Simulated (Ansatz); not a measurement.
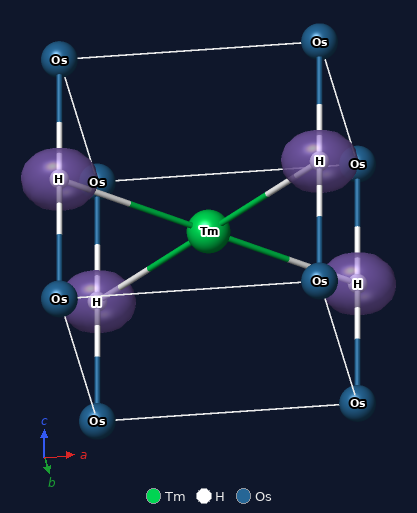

Figure 1: TmHOs. Isosurface of the ELF at 0.85 (purple), seen at an oblique angle. Only the valence region is drawn (cores and ρ < 0.01 e/Å³ removed). Sticks mark near contacts.

Space group P4/mmm; a generated structure, not necessarily the stable one; changed on purpose from its base cell (volume × 1.03, shape and atoms relaxed); computed pressure about −4 GPa in this cell; computed without spin polarisation; no Hubbard U on the f states and no spin–orbit coupling.

Level of theory: DFT PBE, scalar-relativistic, plane waves, PAW; 4f electrons in the core of a trivalent norm-conserving potential (Ansatz 0.2.0).

Core electrons are replaced by pseudopotentials, and the valence fields are smoothed inside the atomic spheres.

Question: Describe the localisation domains.

Answer: The surface consists of one region around a hydrogen nucleus, counted in one cell of 3 atoms. Regions shared between cells count once.

Values along the shortest contacts:
Os–H (1.78 Å): the ELF climbs to about 1 towards the hydrogen. Tm–H (2.44 Å): the ELF climbs to about 1 towards the hydrogen.
